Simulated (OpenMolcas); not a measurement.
**C3H10OSi (trimethylsilanol): methods side by side**

C3H10OSi has 15 atoms, charge 0, and is taken as a singlet. SMILES: `C[Si](C)(C)O`. The coordinates come from a PBE0-D4/def2-TZVP relaxation. This is one conformer, not always the lowest.

Each level gives the HOMO–LUMO gap (eV). The values are calculated.

```json
{"level": "SVWN5/6-31G* (spherical functions)", "kind": "LDA", "program": "OpenMolcas", "value (eV)": "6.98", "CPU time": "91 s"}
{"level": "BLYP/6-31G* (spherical functions)", "kind": "GGA", "program": "OpenMolcas", "value (eV)": "6.97", "CPU time": "2 min"}
{"level": "revPBE/6-31G* (spherical functions)", "kind": "GGA", "program": "OpenMolcas", "value (eV)": "7.15", "CPU time": "2 min"}
{"level": "TPSS/6-31G* (spherical functions)", "kind": "meta-GGA", "program": "OpenMolcas", "value (eV)": "7.46", "CPU time": "2.6 min"}
{"level": "r2SCAN/6-31G* (spherical functions)", "kind": "meta-GGA", "program": "OpenMolcas", "value (eV)": "8.06", "CPU time": "2.3 min"}
{"level": "BHLYP/6-31G* (spherical functions)", "kind": "global hybrid", "program": "OpenMolcas", "value (eV)": "11.82", "CPU time": "1.9 min"}
{"level": "PBE0/6-31G* (spherical functions)", "kind": "global hybrid", "program": "OpenMolcas", "value (eV)": "9.58", "CPU time": "2.1 min"}
{"level": "B3LYP/6-31G* (Cartesian functions)", "kind": "global hybrid", "program": "OpenMolcas", "value (eV)": "8.93", "CPU time": "1.9 min"}
```

The values span 6.97 to 11.82 eV. Orbital gaps aren't excitation energies; they tend to grow with the share of exact exchange. CPU times are rough (shared hosts, several kinds of processor and program).

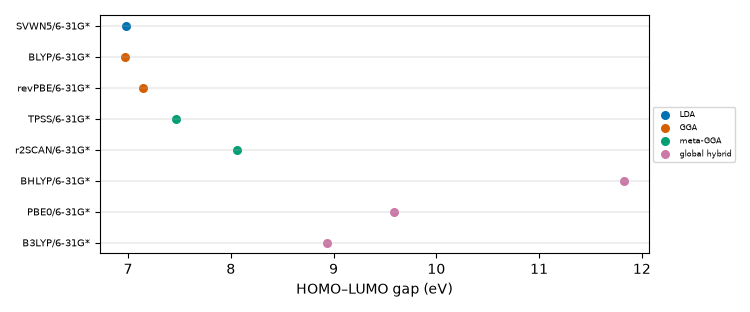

The values of the table, level by level.
